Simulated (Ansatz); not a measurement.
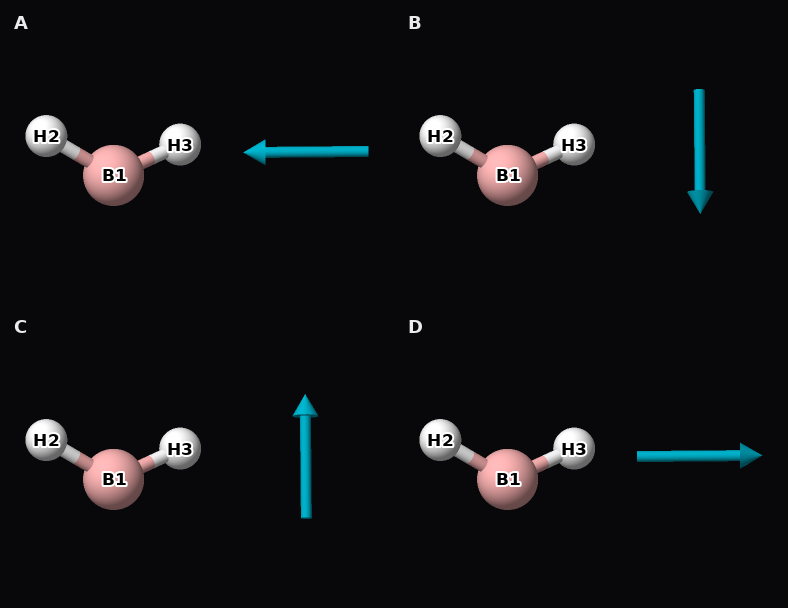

The same molecule four times, each with an arrow. Charge 0, doublet. The geometry was computed by an optimisation with PBE0-D4/def2-TZVP. No frequency run is at hand to confirm it as a minimum. Properties computed with UKS PBE0-D4/def2-TZVP (Ansatz 0.2.0).

### Which arrow points along the dipole moment, from the negative to the positive end?

C. The dipole moment is 0.50 D; it points from the side of B1 to the side of H2, H3 (the outermost atoms at the two ends).
